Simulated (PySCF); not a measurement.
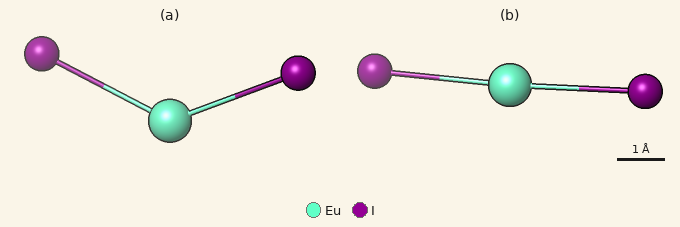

The structure of EuI2 before (left) and after (right) a relaxation, at one scale.

The picture is a ball-and-stick view, seen at a tilt.

Method: RKS PBE0, Eu lcecp-0-SVP with ECP53, I def2-SVP with ECP28; non-relativistic Hamiltonian with scalar-relativistic core potentials; density fitting in PySCF. Set-up: symmetry kept (C2v).

### What changed between the two?

The Eu atom moves most after the best rigid fit: 0.80 Å. Largest moves by element: Eu 0.80 Å, I 0.43 Å. Near-neighbour distances that change, for instance: Eu–I 3.129 → 3.015 Å. Bond angles that change, for instance: I–Eu–I 131.8° → 176.8°. The energy falls by 0.140 eV in 13 geometry steps. Largest force component: 0.69 eV/Å at the start, 0.0038 eV/Å at the end. The forces were under the threshold at step 9, but the run went on from there.
